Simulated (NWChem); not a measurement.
# Si2H4ClF (SMILES F[SiH]([SiH3])Cl): levels of theory compared

Wanted: a comparison of 6 runs (HF/STO-3G, HF/3-21G, PBE0/def2-SVP, B3LYP/6-31G*, M06-2X/def2-SVP, PBE/def2-SVP) of Si2H4ClF. 

Program for the calculation: NWChem 7.3.0.

## Step 1: Starting point

Si2H4ClF has 8 atoms, charge 0, and is taken as a singlet. SMILES: `F[SiH]([SiH3])Cl`. The coordinates come from a PBE0-D4/def2-TZVP relaxation.

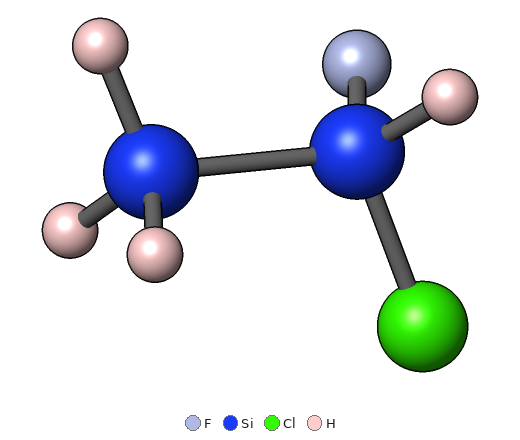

Viewed from a chosen angle; fluorine light blue, silicon blue, chlorine green, hydrogen pink.

## Step 2: Energy and forces at HF/STO-3G (run 1)

Input file clfh4si2.nw:

```
start clfh4si2
memory 2200 mb
geometry units angstrom noautosym nocenter noautoz
F       -1.329000       1.796800       0.161200
Si      -0.382900       0.812800      -0.667700
Si       0.539000      -0.793000       0.761300
Cl      -1.534100      -0.130100      -2.075900
H        0.596600       1.655400      -1.392300
H        1.355700      -0.131100       1.812300
H        1.403500      -1.693800      -0.044400
H       -0.556600      -1.574100       1.389600
end
basis spherical bse
F library STO-3G
Si library STO-3G
Cl library STO-3G
H library STO-3G
end
scf
singlet
rhf
thresh 1e-08
maxiter 80
print low
end
task scf gradient
```

Command:

```bash
$ nwchem clfh4si2.nw > clfh4si2.out
```

The log of the run:

```text
[...]
  functions       =    36
[...]
  wavefunction    = RHF
[...]
         Total SCF energy =  -1126.236893508503
      One-electron energy =  -2118.552417302970
      Two-electron energy =    716.110510292512
 Nuclear repulsion energy =    276.205013501955
        Time for solution =      1.6s
[...]
                         RHF ENERGY GRADIENTS
    atom               coordinates                        gradient
                 x          y          z           x          y          z
   1 F      -2.511446   3.395460   0.304624    0.012459  -0.011208  -0.005899
   2 Si     -0.723576   1.535969  -1.261770   -0.053784   0.001511  -0.018500
   3 Si      1.018562  -1.498553   1.438648   -0.003620   0.004318   0.001115
   4 Cl     -2.899029  -0.245853  -3.922882    0.014316   0.009318   0.018135
   5 H       1.127411   3.128252  -2.631065    0.018406   0.017397  -0.011775
   6 H       2.561902  -0.247743   3.424750    0.018371   0.014702   0.023301
   7 H       2.652230  -3.200818  -0.083904    0.018774  -0.019156  -0.019473
   8 H      -1.051821  -2.974618   2.625963   -0.024922  -0.016881   0.013096
 Task  times  cpu:        2.2s     wall:        2.2s
 Total times  cpu:        2.2s     wall:        2.2s
```

Run time: 2.7 s. Hardware: 1 thread of Intel Xeon Platinum 8488C (Sapphire Rapids), shared host; peak memory 0.1 GiB.

## Step 3: Energy and forces at HF/3-21G (run 2)

Input file clfh4si2.nw:

```
START clfh4si2
memory total 2200 mb

GEOMETRY units au noautosym nocenter noautoz
F     -2.51144602     3.39545990     0.30462385
Si    -0.72357613     1.53596939    -1.26177013
Si     1.01856238    -1.49855282     1.43864850
Cl    -2.89902885    -0.24585337    -3.92288246
H      1.12741061     3.12825263    -2.63106568
H      2.56190171    -0.24774309     3.42475066
H      2.65223062    -3.20081811    -0.08390384
H     -1.05182156    -2.97461789     2.62596342
END

BASIS spherical bse
* library 3-21G
END

SCF
thresh 1e-08
maxiter 80
print low
END

TASK scf gradient
```

Command:

```bash
$ nwchem clfh4si2.nw > clfh4si2.out
```

The log of the run:

```text
[...]
  functions       =    56
[...]
  wavefunction    = RHF
[...]
         Total SCF energy =  -1133.394184943988
      One-electron energy =  -2122.191002851623
      Two-electron energy =    712.591824332109
 Nuclear repulsion energy =    276.204993575526
        Time for solution =      1.9s
[...]
                         RHF ENERGY GRADIENTS
    atom               coordinates                        gradient
                 x          y          z           x          y          z
   1 F      -2.511446   3.395460   0.304624    0.019094  -0.019900  -0.016640
   2 Si     -0.723576   1.535969  -1.261770   -0.044474  -0.006372  -0.013428
   3 Si      1.018562  -1.498553   1.438649   -0.002708   0.004381  -0.003534
   4 Cl     -2.899029  -0.245853  -3.922882    0.024932   0.020790   0.032314
   5 H       1.127411   3.128253  -2.631066    0.002087   0.003385  -0.000812
   6 H       2.561902  -0.247743   3.424751    0.000429  -0.000622   0.001042
   7 H       2.652231  -3.200818  -0.083904    0.000836  -0.001073   0.000206
   8 H      -1.051822  -2.974618   2.625963   -0.000195  -0.000589   0.000853
 Task  times  cpu:        2.6s     wall:        2.6s
 Total times  cpu:        2.6s     wall:        2.6s
```

Wall time 3.3 s (1 thread of Intel Xeon Platinum 8488C (Sapphire Rapids), shared host); peak memory 0.099 GiB.

Runs 3 to 4 aren't shown in full; the table further down has their settings and results.

## Step 4: Energy and forces at M06-2X/def2-SVP (run 5)

Input file test.xyz:

```xyz
8

F     -1.329000     1.796800     0.161200
Si    -0.382900     0.812800    -0.667700
Si     0.539000    -0.793000     0.761300
Cl    -1.534100    -0.130100    -2.075900
H      0.596600     1.655400    -1.392300
H      1.355700    -0.131100     1.812300
H      1.403500    -1.693800    -0.044400
H     -0.556600    -1.574100     1.389600
```

Input file test.nw:

```
start test
memory total 2200 mb
charge 0

geometry units angstrom noautosym nocenter noautoz
 load format xyz test.xyz
end

basis "ao basis" spherical bse
 * library def2-SVP
end

dft
 xc m06-2x
 grid xfine
 convergence energy 1e-08
 maxiter 100
 mulliken
end

task dft gradient
```

Command:

```bash
$ nwchem test.nw > test.out
```

The log of the run:

```text
[...]
          Wavefunction type:  closed shell.
          No. of atoms     :     8
          No. of electrons :    58
[...]
          Charge           :     0
          Spin multiplicity:     1
[...]
          AO basis - number of functions:    88
[...]
              XC Information
              --------------
                       M06-2X Method XC Functional
                     Hartree-Fock (Exact) Exchange  0.540
                        M06-2X Exchange Functional  1.000
                      M06-2X Correlation Potential  1.000
[...]
 d= 0,ls=0.0,diis     1  -1140.9675163990 -1.42D+03  1.19D-02  5.16D-01     3.6
[...]
 d= 0,ls=0.0,diis     8  -1141.0349242223 -8.21D-09  1.37D-06  1.61D-08    27.5
         Total DFT energy =    -1141.034924222297
      One electron energy =    -2129.597660955069
           Coulomb energy =      794.412700706599
    Exchange-Corr. energy =      -82.054977475784
 Nuclear repulsion energy =      276.205013501955
[...]
  wavefunction    = closed shell
                         DFT ENERGY GRADIENTS
    atom               coordinates                        gradient
                 x          y          z           x          y          z
   1 F      -2.511446   3.395460   0.304624    0.010219  -0.009706  -0.009185
   2 Si     -0.723576   1.535969  -1.261770   -0.013896   0.005980   0.006612
   3 Si      1.018562  -1.498553   1.438648    0.000352  -0.000321   0.000194
   4 Cl     -2.899029  -0.245853  -3.922882    0.003162   0.003197   0.002967
   5 H       1.127411   3.128252  -2.631065   -0.000004   0.000712  -0.000808
   6 H       2.561902  -0.247743   3.424750    0.000016   0.000006  -0.000022
   7 H       2.652230  -3.200818  -0.083904   -0.000018   0.000121   0.000163
   8 H      -1.051821  -2.974618   2.625963    0.000168   0.000011   0.000080
[...]
```

Wall time 37 s (1 thread of Intel Xeon Platinum 8488C (Sapphire Rapids), shared host); peak memory 0.14 GiB.

## Step 5: Energy and gradient at PBE/def2-SVP (run 6)

Input file calc.nw:

```
start calc
title "ClFH4Si2"
memory stack 880 mb heap 220 mb global 1100 mb

geometry units angstroms noautosym nocenter noautoz
F    -1.329000    1.796800    0.161200
Si   -0.382900    0.812800   -0.667700
Si    0.539000   -0.793000    0.761300
Cl   -1.534100   -0.130100   -2.075900
H     0.596600    1.655400   -1.392300
H     1.355700   -0.131100    1.812300
H     1.403500   -1.693800   -0.044400
H    -0.556600   -1.574100    1.389600
end

basis spherical bse
* library def2-SVP
end

dft
xc xpbe96 cpbe96
grid xfine
convergence energy 1e-08
iterations 100
mulliken
end

task dft gradient
```

Command:

```bash
$ nwchem calc.nw > calc.out
```

The log of the run:

```text
[...]
          Wavefunction type:  closed shell.
          No. of atoms     :     8
          No. of electrons :    58
[...]
          Charge           :     0
          Spin multiplicity:     1
[...]
          AO basis - number of functions:    88
[...]
              XC Information
              --------------
          PerdewBurkeErnzerhof Exchange Functional  1.000
            Perdew 1991 LDA Correlation Functional  1.000 local
           PerdewBurkeErnz. Correlation Functional  1.000 non-local
[...]
 d= 0,ls=0.0,diis     1  -1140.4436104469 -1.42D+03  2.05D-02  7.28D-01     2.8
[...]
 d= 0,ls=0.0,diis    10  -1140.5261479786 -9.97D-09  6.39D-07  3.64D-09    24.8
         Total DFT energy =    -1140.526147978579
      One electron energy =    -2129.568865234530
           Coulomb energy =      794.310546635950
    Exchange-Corr. energy =      -81.472842881953
 Nuclear repulsion energy =      276.205013501955
[...]
  wavefunction    = closed shell
                         DFT ENERGY GRADIENTS
    atom               coordinates                        gradient
                 x          y          z           x          y          z
   1 F      -2.511446   3.395460   0.304624    0.017281  -0.018044  -0.016243
   2 Si     -0.723576   1.535969  -1.261770   -0.017171   0.013479   0.007023
   3 Si      1.018562  -1.498553   1.438648    0.001598  -0.003238   0.002751
   4 Cl     -2.899029  -0.245853  -3.922882    0.006402   0.006283   0.007850
   5 H       1.127411   3.128252  -2.631065   -0.005343  -0.003605   0.002910
   6 H       2.561902  -0.247743   3.424750   -0.003541  -0.002462  -0.004694
   7 H       2.652230  -3.200818  -0.083904   -0.003778   0.004145   0.003166
   8 H      -1.051821  -2.974618   2.625963    0.004551   0.003442  -0.002763
[...]
```

Wall time 31 s (1 thread of Intel Xeon Platinum 8488C (Sapphire Rapids), shared host); peak memory 0.14 GiB.

## Step 6: The series

```csv
run,level,iteration cap,module,energy (Eh),largest force (eV/Å),wall time
1,HF/STO-3G,80,scf,-1126.236894,2.926,2.7 s
2,HF/3-21G,80,scf,-1133.394185,2.411,3.3 s
3,PBE0/def2-SVP,100,dft,-1140.628304,0.993,26 s
4,B3LYP/6-31G* (Cartesian functions),100,dft,-1141.532758,0.662,31 s
5,M06-2X/def2-SVP,100,dft,-1141.034924,0.865,37 s
6,PBE/def2-SVP,100,dft,-1140.526148,1.532,31 s
```

## Step 7: Summary of results

```
                       quantity           value
            run 6: total energy  -1140.52615 Eh
           run 6: dipole moment          1.38 D
             run 6: HOMO energy        -7.05 eV
             run 6: LUMO energy        -1.11 eV
           run 6: HOMO–LUMO gap         5.94 eV
run 6: largest force on an atom      1.532 eV/Å
```

What this shows: Over runs 4, 5, 6 the dipole moment (its size) runs from 1.38 D (PBE/def2-SVP) to 1.82 D (B3LYP/6-31G*). The two ends differ in method and basis. Over runs 4, 5, 6 the HOMO–LUMO gap runs from 5.94 eV (PBE/def2-SVP) to 10.05 eV (M06-2X/def2-SVP). Totals of different functionals can't be ranked against each other. In run 1 the basis is minimal, so the values are rough. All runs together took 2.2 min, the longest 37 s.
